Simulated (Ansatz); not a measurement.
**Run report: Si$_{3}$N$_{3}$H$_{13}$, geometry relaxation (part 2 of 4)**

Si$_{3}$N$_{3}$H$_{13}$; RKS PBE0-D4/def2-TZVP (Ansatz 0.2.0). The geometry is a transition state displaced along its imaginary mode. The reaction was set up to form Si1–N5 and N2–H4 and to break Si1–N2 and H4–N5 (atoms counted from 1 in the order of the input); sticks are drawn by distance alone.

Geometry of the input (Å):
```
Si -0.7810  0.8738  0.0018
N  1.1141  1.5172  0.2001
N  -0.9806  1.8790  -1.3925
H  1.1987  0.4856  0.3219
N  0.2906  -0.6854  0.2525
Si -0.0304  -1.4299  1.7920
Si 0.4668  -1.7011  -1.1458
H  -2.0161  0.0779  -0.2774
H  -1.0419  1.3493  1.4031
H  1.2646  2.1265  0.9996
H  1.5673  1.9284  -0.6101
H  -1.8254  1.7805  -1.9337
H  -0.4581  2.7001  -1.6529
H  0.6300  -0.6403  2.8728
H  -1.4928  -1.4824  2.0537
H  0.5128  -2.8176  1.8251
H  1.4752  -2.7730  -0.9128
H  -0.8263  -2.3332  -1.5152
H  0.9324  -0.8555  -2.2821
```

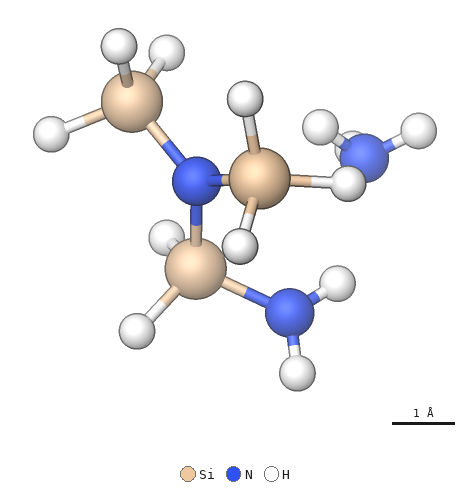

The geometry at step 10 of the log (ball-and-stick view, seen at a tilt).

**Trajectory as extended XYZ, continued**
```
19
Properties=species:S:1:pos:R:3:forces:R:3 step=3 energy=-28304.53908
Si   -0.8217    0.8172    0.0200   -0.3560  -0.5828   0.0096
N     1.1318    1.6785    0.2190    0.5250  -1.4082   0.2047
N    -0.9427    1.7754   -1.3957    0.0696  -0.0111  -0.0304
H     1.4299    0.6590    0.3712   -0.0177   1.7419  -0.1139
N     0.2156   -0.7035    0.2265   -0.6114   0.0610  -0.1702
Si   -0.0575   -1.4485    1.7731   -0.0006   0.0138  -0.0534
Si    0.3977   -1.7143   -1.1714    0.0345  -0.0014   0.0162
H    -2.1315    0.0823   -0.2359    0.0752   0.1027   0.0661
H    -1.0385    1.3246    1.4092    0.0336   0.0330  -0.0113
H     1.3067    2.2492    1.0306    0.0514   0.0561   0.1788
H     1.6120    2.0618   -0.5812    0.1157   0.0232  -0.1073
H    -1.7789    1.7044   -1.9496   -0.0096  -0.0227  -0.0154
H    -0.3740    2.5666   -1.6431   -0.0114  -0.0545   0.0271
H     0.6139   -0.6591    2.8410    0.0345   0.0159   0.0108
H    -1.5046   -1.5360    2.1161    0.0276   0.0004  -0.0061
H     0.5129   -2.8229    1.7571    0.0069   0.0084  -0.0039
H     1.4095   -2.7646   -0.8805    0.0037  -0.0046  -0.0069
H    -0.8596   -2.3909   -1.6026    0.0113   0.0304   0.0210
H     0.8788   -0.8792   -2.3039    0.0177  -0.0015  -0.0154
19
Properties=species:S:1:pos:R:3:forces:R:3 step=4 energy=-28304.76801
Si   -0.9577    0.7316    0.0377   -0.2606   0.0804  -0.2783
N     1.2031    1.7364    0.1941    0.6448  -0.2508   0.1957
N    -0.9301    1.6971   -1.3689   -0.2776  -0.0103  -0.2529
H     1.5006    0.7794    0.4205    0.0320   0.5944   0.0518
N     0.0783   -0.6978    0.1918   -0.0156  -0.4286   0.0106
Si   -0.0707   -1.4395    1.7500    0.0365  -0.0894   0.1120
Si    0.3650   -1.7075   -1.1864    0.0002   0.1086  -0.1285
H    -2.2883    0.0765   -0.1877   -0.1277   0.0436   0.0519
H    -1.0506    1.3006    1.4173    0.0399   0.0400  -0.1198
H     1.3120    2.3332    1.0056    0.1597  -0.0319  -0.0523
H     1.8106    2.0619   -0.5578   -0.2453   0.0356   0.2346
H    -1.6902    1.6295   -2.0276   -0.0039   0.0525   0.1179
H    -0.3424    2.4974   -1.5187    0.0188  -0.1573   0.0142
H     0.6381   -0.6363    2.7858    0.0038   0.0091  -0.0176
H    -1.4968   -1.5618    2.1581    0.0084  -0.0069   0.0524
H     0.5358   -2.7990    1.7055   -0.0187   0.0358  -0.0141
H     1.4007   -2.7269   -0.8631   -0.0352   0.0404   0.0261
H    -0.8656   -2.4121   -1.6447    0.0127  -0.0300  -0.0074
H     0.8479   -0.8627   -2.3114    0.0278  -0.0355   0.0036
19
Properties=species:S:1:pos:R:3:forces:R:3 step=5 energy=-28304.93062
Si   -1.0692    0.6812    0.0303   -0.4248   0.0926  -0.1379
N     1.2976    1.8261    0.2181    0.5723   0.2309  -0.0449
N    -0.9843    1.6168   -1.3850   -0.0076   0.1060  -0.1676
H     1.5320    0.8700    0.4556    0.0425  -0.0554   0.0946
N    -0.0049   -0.7066    0.1743    0.0781  -0.2559   0.2062
Si   -0.0814   -1.4523    1.7397    0.0609  -0.0720   0.0641
Si    0.3474   -1.6899   -1.2023   -0.0067   0.0063  -0.2153
H    -2.4219    0.0678   -0.1361   -0.1086   0.0413   0.0469
H    -1.0702    1.3332    1.3733    0.0429  -0.0182  -0.1136
H     1.4297    2.3927    1.0502    0.0327  -0.0146  -0.1332
H     1.9869    2.1140   -0.4790   -0.2528   0.0444   0.2531
H    -1.7384    1.6089   -2.0501   -0.0297  -0.0241   0.0643
H    -0.3005    2.3333   -1.5526   -0.0194  -0.1348   0.0695
H     0.6591   -0.6467    2.7511   -0.0078   0.0110  -0.0228
H    -1.4906   -1.5918    2.1995    0.0181   0.0076   0.0461
H     0.5355   -2.8051    1.6626   -0.0239   0.0413  -0.0018
H     1.3895   -2.6915   -0.8482   -0.0181   0.0403   0.0146
H    -0.8580   -2.4212   -1.6857    0.0178  -0.0262  -0.0307
H     0.8416   -0.8391   -2.3157    0.0340  -0.0205   0.0085
19
Properties=species:S:1:pos:R:3:forces:R:3 step=6 energy=-28305.03865
Si   -1.2049    0.6324    0.0231    0.0635   0.0578   0.0081
N     1.4100    1.8832    0.2168    0.5793   0.6040  -0.1756
N    -1.0435    1.5635   -1.3863    0.2108   0.2783  -0.2405
H     1.5845    0.9252    0.4749    0.0292  -0.3000   0.0343
N    -0.0877   -0.7198    0.1680   -0.0442  -0.2264   0.0416
Si   -0.0890   -1.4636    1.7402    0.0358   0.0411  -0.0438
Si    0.3399   -1.6771   -1.2206   -0.1137   0.1264   0.0323
H    -2.5713    0.0604   -0.1005   -0.1158  -0.0015   0.0171
H    -1.1129    1.3495    1.3336   -0.0174  -0.0973  -0.1460
H     1.5188    2.4387    1.0610   -0.0427  -0.0282  -0.1291
H     2.1669    2.1600   -0.4170   -0.3446  -0.1205   0.3044
H    -1.7750    1.6095   -2.0764    0.0582  -0.0244   0.0991
H    -0.2773    2.2097   -1.5427   -0.3278  -0.3581   0.1779
H     0.6770   -0.6439    2.7223   -0.0106  -0.0094  -0.0287
H    -1.4808   -1.6099    2.2498    0.0220  -0.0022   0.0530
H     0.5362   -2.8098    1.6431   -0.0182   0.0295   0.0099
H     1.3912   -2.6583   -0.8397   -0.0121   0.0400   0.0243
H    -0.8372   -2.4342   -1.7345    0.0345  -0.0122  -0.0585
H     0.8550   -0.8156   -2.3150    0.0138   0.0030   0.0201
19
Properties=species:S:1:pos:R:3:forces:R:3 step=7 energy=-28305.09309
Si   -1.3082    0.5738    0.0160    0.0240   0.3105   0.1107
N     1.5176    1.9809    0.2041    0.6713   0.2205  -0.1673
N    -1.0806    1.5013   -1.3852    0.2833   0.2870  -0.2814
H     1.6158    1.0118    0.4789   -0.0826  -0.1933  -0.0615
N    -0.1704   -0.7437    0.1590    0.0183  -0.3579   0.0789
Si   -0.1023   -1.4755    1.7380   -0.0334   0.0642  -0.0099
Si    0.3168   -1.6646   -1.2355   -0.0970   0.0274   0.0193
H    -2.7001    0.0448   -0.0819    0.0452   0.0180  -0.0039
H    -1.1574    1.3249    1.3067   -0.0804  -0.1399  -0.1493
H     1.6210    2.5093    1.0640   -0.0991   0.1071  -0.0481
H     2.3511    2.1952   -0.3548   -0.4069  -0.0775   0.2318
H    -1.7960    1.5978   -2.0882    0.1394  -0.0007   0.1155
H    -0.2598    2.0920   -1.5197   -0.5023  -0.3826   0.1996
H     0.6875   -0.6422    2.6897   -0.0013  -0.0104  -0.0509
H    -1.4739   -1.6301    2.3090    0.0820   0.0085  -0.0106
H     0.5299   -2.8160    1.6271   -0.0132   0.0204   0.0118
H     1.3750   -2.6260   -0.8228   -0.0218   0.0301   0.0051
H    -0.8252   -2.4461   -1.8013    0.0766   0.0487  -0.0170
H     0.8590   -0.7878   -2.3032   -0.0021   0.0200   0.0270
19
Properties=species:S:1:pos:R:3:forces:R:3 step=8 energy=-28305.14626
Si   -1.3890    0.5353    0.0104   -0.3907  -0.3611   0.0882
N     1.6146    1.9757    0.1230    0.0624   0.0431   0.0606
N    -1.0618    1.4382   -1.3816    0.0052   0.1087  -0.0327
H     1.6306    0.9935    0.3822    0.0251   0.0928  -0.0119
N    -0.3365   -0.8545    0.1710    0.1422   0.2012   0.0024
Si   -0.1123   -1.4772    1.7713   -0.0858   0.0062   0.0855
Si    0.3037   -1.6368   -1.2374   -0.1184  -0.0501  -0.1737
H    -2.7952    0.0640   -0.1477    0.0135   0.0431   0.0188
H    -1.2797    1.2323    1.3268    0.0695   0.0511  -0.0880
H     1.5957    2.5108    0.9855   -0.0286  -0.0755  -0.0756
H     2.4982    2.1832   -0.3300   -0.0675  -0.0546   0.0116
H    -1.7585    1.6435   -2.0764    0.0133  -0.0160   0.0827
H    -0.2565    2.0415   -1.3971    0.1551   0.0389  -0.0341
H     0.7522   -0.5754    2.5941   -0.0471  -0.0570  -0.0545
H    -1.4286   -1.6072    2.4675    0.1202   0.0225  -0.0167
H     0.5259   -2.8159    1.6909    0.0035   0.0095   0.0112
H     1.3639   -2.5836   -0.8004    0.0013   0.0017   0.0005
H    -0.7524   -2.4152   -1.9607    0.1141   0.0847   0.0409
H     0.8854   -0.6525   -2.1914    0.0127  -0.0893   0.0848
19
Properties=species:S:1:pos:R:3:forces:R:3 step=9 energy=-28305.17524
Si   -1.4642    0.4739    0.0095    0.2859   0.2239   0.0039
N     1.6078    2.0029    0.0736    0.1073  -0.0340  -0.0128
N    -1.0605    1.4338   -1.3344   -0.2386  -0.2081  -0.0322
H     1.5244    1.0436    0.3977    0.0289   0.0679  -0.0266
N    -0.3350   -0.8522    0.1689   -0.1279  -0.1110   0.0502
Si   -0.0925   -1.4713    1.7700    0.0399   0.0668   0.0748
Si    0.3178   -1.6264   -1.2393    0.0457   0.0223  -0.1415
H    -2.8647    0.0055   -0.1664    0.0236   0.0015  -0.0527
H    -1.3432    1.1913    1.3135   -0.0755  -0.0665   0.0425
H     1.5991    2.5927    0.8974   -0.0222  -0.0021  -0.0193
H     2.5254    2.0973   -0.3490   -0.0774  -0.0283   0.0334
H    -1.7517    1.7075   -2.0095    0.0633   0.0483  -0.0370
H    -0.1981    1.9616   -1.3492   -0.0341  -0.0095   0.0883
H     0.8112   -0.5773    2.5479    0.0248  -0.0095   0.0120
H    -1.3768   -1.5497    2.5165   -0.0242  -0.0023  -0.0223
H     0.5143   -2.8243    1.7102   -0.0030  -0.0049  -0.0283
H     1.2680   -2.6845   -0.7948   -0.0455   0.0400   0.0160
H    -0.7375   -2.2706   -2.0750    0.0227   0.0631   0.0366
H     1.0562   -0.6536   -2.0874    0.0066  -0.0575   0.0150
19
Properties=species:S:1:pos:R:3:forces:R:3 step=10 energy=-28305.20241
Si   -1.5038    0.4391    0.0236    0.0371  -0.0431   0.0080
N     1.6325    2.0169    0.0061    0.0248  -0.0613   0.0940
N    -1.0602    1.3961   -1.3041   -0.0530  -0.0182  -0.0602
H     1.5621    1.0896    0.4175    0.0334   0.0857  -0.0675
N    -0.3926   -0.8989    0.1882    0.0227   0.0047   0.0355
Si   -0.0938   -1.4846    1.7918   -0.0226   0.0006  -0.0105
Si    0.3262   -1.5936   -1.2336   -0.0388   0.0156  -0.0455
H    -2.8948   -0.0245   -0.2248   -0.0028   0.0025   0.0004
H    -1.4459    1.1209    1.3518   -0.0187  -0.0102  -0.0104
H     1.6127    2.6755    0.7764    0.0022   0.0041  -0.0318
H     2.5497    2.0845   -0.4200   -0.0429  -0.0186   0.0066
H    -1.7268    1.6895   -1.9959    0.0421   0.0354   0.0081
H    -0.1979    1.9278   -1.2743   -0.0260  -0.0339   0.0081
H     0.8643   -0.6046    2.5222    0.0097  -0.0089   0.0002
H    -1.3574   -1.5158    2.5779    0.0178   0.0029  -0.0098
H     0.4740   -2.8551    1.7298    0.0072   0.0076  -0.0010
H     1.1716   -2.7405   -0.7971   -0.0312   0.0351  -0.0100
H    -0.7124   -2.1015   -2.1784    0.0673   0.0722   0.0437
H     1.1926   -0.6210   -1.9569   -0.0283  -0.0723   0.0422
19
Properties=species:S:1:pos:R:3:forces:R:3 step=11 energy=-28305.21888
Si   -1.5423    0.4039    0.0185    0.0027  -0.0258   0.1000
N     1.6556    2.0271   -0.0041    0.0271  -0.0131   0.0571
N    -1.0797    1.3519   -1.3096    0.0167   0.0211  -0.1371
H     1.6113    1.1255    0.4612   -0.0012   0.0545  -0.0286
N    -0.4033   -0.9039    0.2128   -0.0105   0.0204  -0.0317
Si   -0.0860   -1.4887    1.8103    0.0069  -0.0019   0.0125
Si    0.3285   -1.5599   -1.2209   -0.0221   0.0151  -0.0403
H    -2.9172   -0.0875   -0.2633   -0.0051  -0.0008  -0.0062
H    -1.5428    1.0968    1.3419   -0.0090  -0.0153  -0.0019
H     1.6931    2.7322    0.7244   -0.0042  -0.0472  -0.0618
H     2.5406    2.0586   -0.4974   -0.0380   0.0031   0.0126
H    -1.7436    1.6939   -1.9819    0.0052  -0.0169   0.0137
H    -0.2123    1.8742   -1.2747    0.0124  -0.0078   0.0719
H     0.8822   -0.6126    2.5334    0.0013  -0.0014  -0.0058
H    -1.3392   -1.5230    2.6107    0.0037   0.0039  -0.0048
H     0.4871   -2.8568    1.7400    0.0022   0.0065  -0.0038
H     1.0587   -2.7967   -0.8312   -0.0128   0.0022   0.0052
H    -0.7041   -1.9105   -2.2370    0.0627   0.0484   0.0343
H     1.3133   -0.6247   -1.8333   -0.0379  -0.0448   0.0148
19
Properties=species:S:1:pos:R:3:forces:R:3 step=12 energy=-28305.22052
Si   -1.5750    0.3732    0.0218   -0.0415   0.0145   0.0353
N     1.6513    2.0241   -0.0416    0.1617   0.0048   0.1437
N    -1.0639    1.3187   -1.2946   -0.0455   0.1323  -0.1655
H     1.6281    1.1536    0.4876    0.0132   0.1805  -0.1162
N    -0.4229   -0.9162    0.2355    0.0094  -0.0165  -0.0716
Si   -0.0784   -1.4941    1.8295   -0.0016   0.0169   0.0031
Si    0.3312   -1.5316   -1.2075   -0.0020  -0.0083  -0.1724
H    -2.9370   -0.1295   -0.3111    0.0344   0.0089   0.0093
H    -1.6306    1.0597    1.3483   -0.0063  -0.0135  -0.0181
H     1.7202    2.7801    0.6363   -0.0025  -0.1562  -0.1379
H     2.5161    2.0215   -0.5773   -0.1711  -0.0105   0.1091
H    -1.7096    1.6968   -1.9695    0.0419  -0.0829   0.0982
H    -0.2027    1.8502   -1.2124    0.0115  -0.0542   0.0661
H     0.9022   -0.6146    2.5349   -0.0166  -0.0099  -0.0167
H    -1.3198   -1.5266    2.6500    0.0266  -0.0021  -0.0167
H     0.5008   -2.8590    1.7507   -0.0011  -0.0008   0.0053
H     0.9558   -2.8452   -0.8545   -0.0596   0.1309  -0.0638
H    -0.6784   -1.7320   -2.3007    0.1936   0.0159   0.2210
H     1.4122   -0.6294   -1.7253   -0.1445  -0.1499   0.0877
19
Properties=species:S:1:pos:R:3:forces:R:3 step=13 energy=-28305.22734
Si   -1.5707    0.3760    0.0204   -0.0191   0.0008   0.0133
N     1.6503    2.0510   -0.0306    0.0415   0.0110   0.0756
N    -1.0592    1.3307   -1.2893   -0.0265   0.0295  -0.0799
H     1.6169    1.1765    0.4846    0.0048   0.0504  -0.0323
N    -0.4268   -0.9231    0.2258   -0.0037   0.0010  -0.0300
Si   -0.0840   -1.4974    1.8215    0.0078   0.0142   0.0018
Si    0.3263   -1.5494   -1.2107    0.0173  -0.0164  -0.0507
H    -2.9344   -0.1182   -0.3107    0.0089   0.0012  -0.0030
H    -1.6199    1.0524    1.3513   -0.0004  -0.0048  -0.0063
H     1.7531    2.7929    0.6541   -0.0118  -0.0601  -0.0678
H     2.4993    2.0332   -0.5839   -0.0315  -0.0018   0.0176
H    -1.7036    1.7028   -1.9658    0.0109  -0.0297   0.0398
H    -0.1979    1.8597   -1.2011    0.0190  -0.0061   0.0453
H     0.8942   -0.6139    2.5236   -0.0096  -0.0064  -0.0051
H    -1.3254   -1.5300    2.6401    0.0125  -0.0012  -0.0053
H     0.4965   -2.8620    1.7485   -0.0001  -0.0008   0.0012
H     0.9715   -2.8440   -0.8497   -0.0287   0.0357  -0.0177
H    -0.6781   -1.7869   -2.2866    0.0654   0.0271   0.0760
H     1.3919   -0.6503   -1.7413   -0.0567  -0.0438   0.0277
19
Properties=species:S:1:pos:R:3:forces:R:3 step=14 energy=-28305.22279 accepted=F
Si   -1.5660    0.3703    0.0050   -0.0343  -0.1027   0.0303
N     1.6166    2.0276   -0.0398    0.0489   0.0136  -0.0770
N    -1.0287    1.3132   -1.3042    0.0258   0.0455   0.1001
H     1.6202    1.1764    0.5081   -0.0172  -0.0585   0.0441
N    -0.4234   -0.9257    0.2240    0.0226  -0.0295   0.1083
Si   -0.0681   -1.4811    1.8238   -0.0398  -0.0108  -0.0346
Si    0.3311   -1.5633   -1.2033   -0.0510   0.0569  -0.0996
H    -2.9237   -0.1280   -0.3429   -0.0070  -0.0002   0.0125
H    -1.6298    1.0492    1.3332   -0.0163   0.0012   0.0229
H     1.7106    2.7990    0.6057    0.0261   0.0774   0.0774
H     2.4514    2.0095   -0.6131   -0.0149   0.0076  -0.0118
H    -1.6949    1.7499   -1.9145   -0.0439   0.0691  -0.1085
H    -0.1918    1.8668   -1.1359    0.0283  -0.0245  -0.0916
H     0.8840   -0.5732    2.5281    0.0061   0.0137  -0.0049
H    -1.3092   -1.5487    2.6393    0.0054   0.0047   0.0116
H     0.5472   -2.8303    1.7509    0.0139  -0.0024   0.0074
H     0.8870   -2.9034   -0.8859    0.0128  -0.0404   0.0443
H    -0.6650   -1.6943   -2.2946    0.0010  -0.0273  -0.0285
H     1.4523   -0.7139   -1.6838    0.0336   0.0066  -0.0023
19
Properties=species:S:1:pos:R:3:forces:R:3 step=15 energy=-28305.22985
Si   -1.5802    0.3647    0.0119   -0.0092  -0.0208   0.0189
N     1.6520    2.0588   -0.0306    0.0190   0.0004  -0.0035
N    -1.0511    1.3199   -1.2925    0.0084   0.0224   0.0115
H     1.6272    1.1940    0.4985    0.0034   0.0048   0.0006
N    -0.4350   -0.9316    0.2231   -0.0030   0.0031   0.0137
Si   -0.0798   -1.4927    1.8207   -0.0030   0.0086  -0.0052
Si    0.3243   -1.5571   -1.2092   -0.0059  -0.0090  -0.0190
H    -2.9400   -0.1304   -0.3324    0.0028   0.0004  -0.0048
H    -1.6419    1.0366    1.3444   -0.0071  -0.0015  -0.0004
H     1.7705    2.8119    0.6364   -0.0023  -0.0068  -0.0125
H     2.4871    2.0289   -0.6036   -0.0223  -0.0003   0.0113
H    -1.7009    1.7259   -1.9435    0.0156   0.0022  -0.0003
H    -0.1953    1.8536   -1.1682   -0.0088  -0.0030  -0.0137
H     0.8888   -0.5946    2.5164    0.0013   0.0024  -0.0042
H    -1.3162   -1.5378    2.6451    0.0019  -0.0022  -0.0012
H     0.5180   -2.8502    1.7516    0.0019   0.0013  -0.0004
H     0.9288   -2.8721   -0.8615    0.0008   0.0059  -0.0035
H    -0.6711   -1.7505   -2.2947    0.0112   0.0034   0.0058
H     1.4146   -0.6774   -1.7120   -0.0048  -0.0114   0.0070
19
Properties=species:S:1:pos:R:3:forces:R:3 step=16 energy=-28305.23073
Si   -1.5905    0.3566    0.0083    0.0147  -0.0010  -0.0138
N     1.6520    2.0546   -0.0280    0.0335   0.0111   0.0248
N    -1.0446    1.3242   -1.2816   -0.0151   0.0124   0.0299
H     1.6599    1.2100    0.5346   -0.0013   0.0335  -0.0256
N    -0.4443   -0.9382    0.2208   -0.0199  -0.0071   0.0144
Si   -0.0783   -1.4890    1.8193    0.0010   0.0015  -0.0190
Si    0.3180   -1.5636   -1.2100    0.0281  -0.0023   0.0229
H    -2.9445   -0.1385   -0.3577    0.0004   0.0003  -0.0071
H    -1.6730    1.0168    1.3459   -0.0013  -0.0077  -0.0003
H     1.7795    2.8354    0.6053   -0.0019  -0.0272  -0.0203
H     2.4672    2.0174   -0.6287   -0.0232  -0.0086   0.0202
H    -1.6885    1.7458   -1.9288    0.0161   0.0014   0.0010
H    -0.1883    1.8537   -1.1391   -0.0128  -0.0177  -0.0154
H     0.8870   -0.5795    2.5047   -0.0009   0.0044   0.0048
H    -1.3103   -1.5431    2.6490    0.0024   0.0013   0.0055
H     0.5322   -2.8411    1.7528    0.0022   0.0021   0.0008
H     0.9101   -2.8850   -0.8680   -0.0081  -0.0133   0.0041
H    -0.6687   -1.7397   -2.3034   -0.0160   0.0032  -0.0161
H     1.4247   -0.6967   -1.6954    0.0022   0.0137  -0.0109
```
